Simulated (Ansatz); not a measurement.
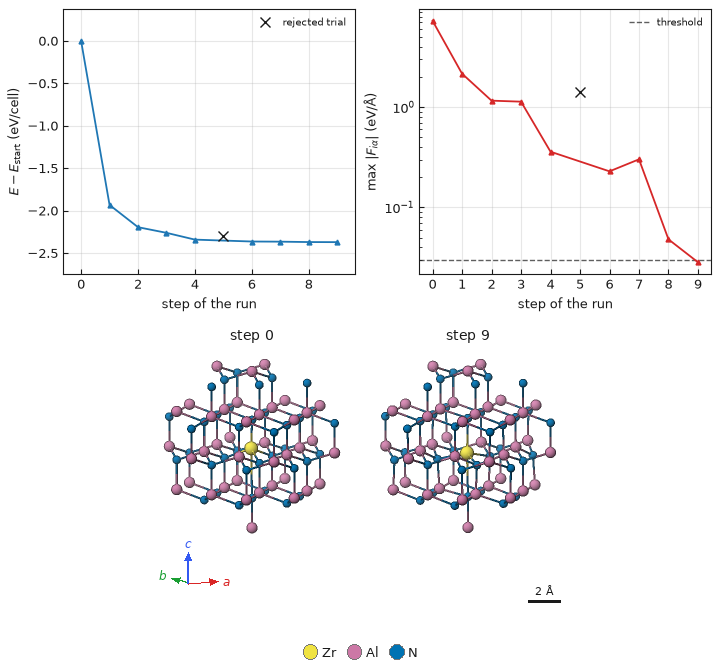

First and last geometry of a relaxation of a defect cell of composition ZrAl23N24, with the history of the run. The picture is a ball-and-stick view of the atoms within 5.8 Å of the atom that moves most (axes of the cell of the calculation, reduced to other axes (origin shifted)), seen from a free direction. Lengths and directions refer to the drawn axes.

These are results of Ansatz 0.2.0, DFT, PBE, plane-wave PAW, default files, scalar-relativistic, not measurements. Set-up: plane-wave cutoff 420 eV; k-point mesh 3 × 4 × 2; occupations fermi dirac; smearing width 0.01 eV; collinear spin; atoms relaxed in a fixed cell; force threshold 0.03 eV/Å; at most 40 steps.

What do the curves and the structures tell?

It converged. The largest move is that of the Zr atom, 0.31 Å along [−1 −2 −3]. By element the largest moves are Zr 0.31 Å, N 0.26 Å, Al 0.10 Å. The lattice vectors keep their values. Near-neighbour distances that change, for instance: N–Zr 1.826 → 2.202 Å, N–Zr 3.159 → 2.804 Å, N–Zr 1.896 → 2.096 Å, N–Zr 1.854 → 2.032 Å. Among the angles between lasting bonds that change: N–Zr–N 107.4° → 120.8°, Zr–N–Al 110.6° → 98.7°, N–Al–N 110.5° → 98.7°. After 8 accepted moves (9 points after the start) the energy has fallen by 2.370 eV per cell of the calculation. Largest force component: 7.3 eV/Å at the start, 0.028 eV/Å at the end. The line search rejected the trial step at point 5 of the run. The run took 9.4 min on 4 threads of Intel(R) Xeon(R) Platinum 8488C (Sapphire Rapids), on a shared host, peak memory 3 GiB.

Limits of the set-up: the periodic images lie only 6.2 Å apart, so the values are limited by the cell's size.
